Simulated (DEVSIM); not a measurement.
System: isotype n-n heterojunction Al0.4Ga0.6N/GaN, at 300 K.

```csv
layer (left to right),material,thickness (μm),Nd (cm⁻³),τn (s),τp (s)
1,Al0.4Ga0.6N,0.140,1.5e17,8.3e-9,8.3e-9
2,GaN,0.520,1.2e17,8.3e-9,8.3e-9
```

Left contact: ohmic. Right contact: ohmic. Voltage is applied to the left contact. Recombination: SRH at mid-gap, Auger. Mobility is μmin + (μ − μmin)/(1 + (N/Nref)^α).

Constants are typed, rounded textbook-type inputs, not results; the design itself was drawn at random and stands for no fabricated device. Values at 300 K.

```tsv
parameter	Al0.4Ga0.6N	GaN
gap (eV)	4.258	3.43
affinity (eV)	3.52	4.1
permittivity	9.26	9.5
Nc (cm⁻³)	2.3e18	2.3e18
Nv (cm⁻³)	4.6e19	4.6e19
μn (cm²/Vs)	336	1200
μp (cm²/Vs)	30	100
μn,min	55	55
μp,min	3	3
Nref,n	2e17	2e17
Nref,p	3e17	3e17
αn	1	1
αp	2	2
Cn (cm⁶/s)	1e-30	1e-30
Cp (cm⁶/s)	1e-30	1e-30
```

Model (solved in DEVSIM): 1D drift-diffusion, Boltzmann statistics, complete ionisation; no tunnelling, impact ionisation, image-force lowering or self-heating. Band offsets follow the typed affinities; no thermionic-emission limit at abrupt steps, no polarisation charge.

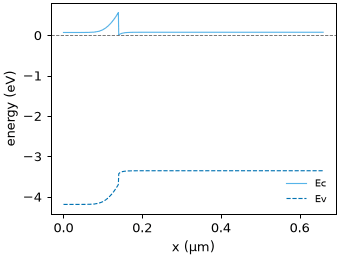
Figure: Band edges at zero bias

Energies count from the Fermi level of the right contact; mesh points crowd at the junctions.

```json
[
 {"x (μm)": "0.000", "Ec (eV)": "0.071", "Ev (eV)": "-4.187", "n (cm⁻³)": "1.5e17", "p (cm⁻³)": "< 1e2", "field (V/cm)": "≈ 0"},
 {"x (μm)": "0.003966", "Ec (eV)": "0.071", "Ev (eV)": "-4.187", "n (cm⁻³)": "1.5e17", "p (cm⁻³)": "< 1e2", "field (V/cm)": "≈ 0"},
 {"x (μm)": "0.01098", "Ec (eV)": "0.071", "Ev (eV)": "-4.187", "n (cm⁻³)": "1.5e17", "p (cm⁻³)": "< 1e2", "field (V/cm)": "≈ 0"},
 {"x (μm)": "0.02336", "Ec (eV)": "0.071", "Ev (eV)": "-4.187", "n (cm⁻³)": "1.5e17", "p (cm⁻³)": "< 1e2", "field (V/cm)": "32"},
 {"x (μm)": "0.05352", "Ec (eV)": "0.071", "Ev (eV)": "-4.187", "n (cm⁻³)": "1.5e17", "p (cm⁻³)": "< 1e2", "field (V/cm)": "790"},
 {"x (μm)": "0.08969", "Ec (eV)": "0.099", "Ev (eV)": "-4.159", "n (cm⁻³)": "4.9e16", "p (cm⁻³)": "< 1e2", "field (V/cm)": "26000"},
 {"x (μm)": "0.1138", "Ec (eV)": "0.235", "Ev (eV)": "-4.023", "n (cm⁻³)": "2.6e14", "p (cm⁻³)": "< 1e2", "field (V/cm)": "90000"},
 {"x (μm)": "0.1305", "Ec (eV)": "0.427", "Ev (eV)": "-3.832", "n (cm⁻³)": "1.6e11", "p (cm⁻³)": "< 1e2", "field (V/cm)": "140000"},
 {"x (μm)": "0.1368", "Ec (eV)": "0.521", "Ev (eV)": "-3.737", "n (cm⁻³)": "4.0e9", "p (cm⁻³)": "< 1e2", "field (V/cm)": "160000"},
 {"x (μm)": "0.1404", "Ec (eV)": "-0.002", "Ev (eV)": "-3.432", "n (cm⁻³)": "2.4e18", "p (cm⁻³)": "< 1e2", "field (V/cm)": "140000"},
 {"x (μm)": "0.1448", "Ec (eV)": "0.035", "Ev (eV)": "-3.395", "n (cm⁻³)": "5.9e17", "p (cm⁻³)": "< 1e2", "field (V/cm)": "52000"},
 {"x (μm)": "0.1558", "Ec (eV)": "0.064", "Ev (eV)": "-3.366", "n (cm⁻³)": "1.9e17", "p (cm⁻³)": "< 1e2", "field (V/cm)": "12000"},
 {"x (μm)": "0.1729", "Ec (eV)": "0.074", "Ev (eV)": "-3.356", "n (cm⁻³)": "1.3e17", "p (cm⁻³)": "< 1e2", "field (V/cm)": "2200"},
 {"x (μm)": "0.2039", "Ec (eV)": "0.076", "Ev (eV)": "-3.354", "n (cm⁻³)": "1.2e17", "p (cm⁻³)": "< 1e2", "field (V/cm)": "120"},
 {"x (μm)": "0.2884", "Ec (eV)": "0.076", "Ev (eV)": "-3.354", "n (cm⁻³)": "1.2e17", "p (cm⁻³)": "< 1e2", "field (V/cm)": "≈ 0"},
 {"x (μm)": "0.4104", "Ec (eV)": "0.076", "Ev (eV)": "-3.354", "n (cm⁻³)": "1.2e17", "p (cm⁻³)": "< 1e2", "field (V/cm)": "≈ 0"},
 {"x (μm)": "0.5253", "Ec (eV)": "0.076", "Ev (eV)": "-3.354", "n (cm⁻³)": "1.2e17", "p (cm⁻³)": "< 1e2", "field (V/cm)": "≈ 0"},
 {"x (μm)": "0.5884", "Ec (eV)": "0.076", "Ev (eV)": "-3.354", "n (cm⁻³)": "1.2e17", "p (cm⁻³)": "< 1e2", "field (V/cm)": "≈ 0"},
 {"x (μm)": "0.6291", "Ec (eV)": "0.076", "Ev (eV)": "-3.354", "n (cm⁻³)": "1.2e17", "p (cm⁻³)": "< 1e2", "field (V/cm)": "≈ 0"},
 {"x (μm)": "0.6453", "Ec (eV)": "0.076", "Ev (eV)": "-3.354", "n (cm⁻³)": "1.2e17", "p (cm⁻³)": "< 1e2", "field (V/cm)": "≈ 0"},
 {"x (μm)": "0.6541", "Ec (eV)": "0.076", "Ev (eV)": "-3.354", "n (cm⁻³)": "1.2e17", "p (cm⁻³)": "< 1e2", "field (V/cm)": "≈ 0"},
 {"x (μm)": "0.6600", "Ec (eV)": "0.076", "Ev (eV)": "-3.354", "n (cm⁻³)": "1.2e17", "p (cm⁻³)": "< 1e2", "field (V/cm)": "≈ 0"}
]
```
